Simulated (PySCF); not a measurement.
```yaml
atoms:
  - { symbol: F, position_ang: [-0.2391, 1.6741, 1.6462] }
  - { symbol: Si, position_ang: [-0.5894, 0.9743, 0.2248] }
  - { symbol: P, position_ang: [-2.8316, 0.9190, 0.1622] }
  - { symbol: Si, position_ang: [0.6036, -1.0378, 0.1699] }
  - { symbol: P, position_ang: [2.7867, -0.9249, 0.6607] }
  - { symbol: H, position_ang: [-0.1658, 2.0222, -0.7079] }
  - { symbol: H, position_ang: [-2.9580, -0.2457, 0.9020] }
  - { symbol: H, position_ang: [-2.8784, 0.2315, -1.0384] }
  - { symbol: H, position_ang: [0.5283, -1.6322, -1.1727] }
  - { symbol: H, position_ang: [0.0493, -2.0313, 1.1032] }
  - { symbol: H, position_ang: [3.0601, 0.1307, -0.1937] }
  - { symbol: H, position_ang: [2.6357, -0.0807, 1.7472] }
```

Geometry: GFN2-xTB.

Level of theory: PBE0/pcSseg-1, SCF density, gas phase, non-relativistic (PySCF 2.14.0).

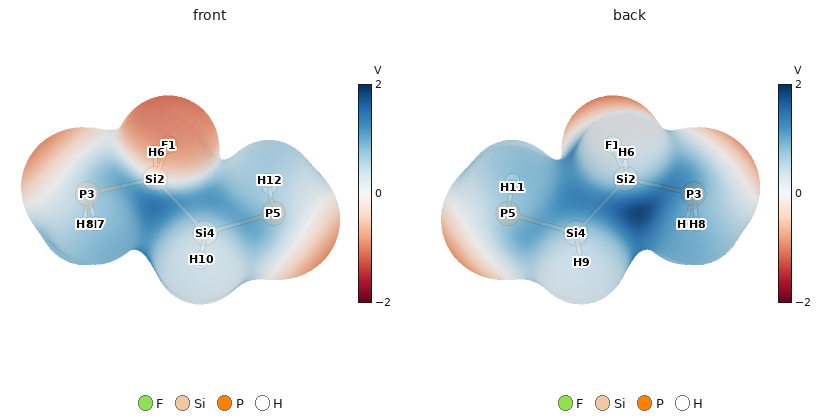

FH7P2Si2. The molecular electrostatic potential painted on the density surface at 0.002 e/bohr³, seen from the front and from behind; the colour scale runs from red (negative) to blue (positive).

Question: Where is the surface potential most negative and most positive?

Answer: The most negative region (about −1.1 V) lies over F1, the most positive (about +1.8 V) over Si2.

Question: How polar is the molecule by this calculation?

Answer: Its dipole moment is 1.67 D.
